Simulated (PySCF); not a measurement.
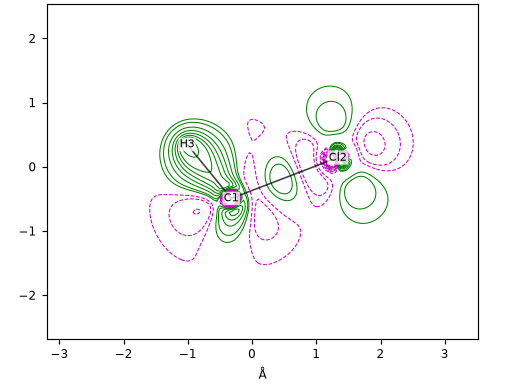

*CH3Cl, SMILES `CCl`. Deformation density (molecule less spherical, spin-averaged free atoms) in the plane of C1, Cl2 and H3; contours at ±0.05 to ±0.8 e/Å³; solid green lines: gain, dashed magenta lines: loss.*

Level of theory: ωB97X/6-31G* (PySCF), at a geometry from GFN2-xTB. No frequency check shows the geometry to be a minimum. GFN2-xTB bond lengths at metals and heavier atoms can be off by up to 0.1 Å and shapes distorted, which carries into these values.

> How much density has each bond in this plane gained at its critical point, relative to the free atoms?

C1–H3: +0.70 e/Å³ at the bond critical point (bond length 1.08 Å, Mayer order 0.9). C1–Cl2: +0.14 e/Å³ at the bond critical point (bond length 1.78 Å, Mayer order 1.0). In all, 1.1 electrons gather in the regions of gain relative to the promolecule. A small or negative value marks a very polar bond, one between electron-rich atoms, whose free-atom densities already overlap strongly, a long bond to a heavier atom, or a closed-shell contact such as a hydrogen bond.
